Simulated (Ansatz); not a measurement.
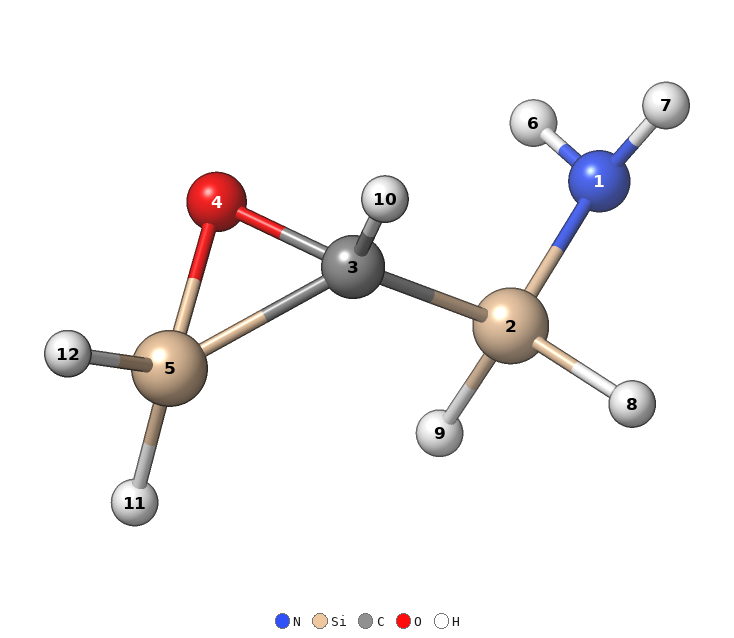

The atoms are numbered. The geometry was computed by an optimisation with PBE-D4/def2-SVP. No frequency run is at hand to confirm it as a minimum.

Which atoms are bonded, and how long are the bonds?

```tsv
bond	length (Å)	order
N1–Si2	1.746	single
N1–H6	1.025	single
N1–H7	1.025	single
Si2–C3	1.895	single
Si2–H8	1.507	single
Si2–H9	1.504	single
C3–O4	1.502	single
C3–Si5	1.842	single
C3–H10	1.113	single
O4–Si5	1.711	single
Si5–H11	1.495	single
Si5–H12	1.496	single
```
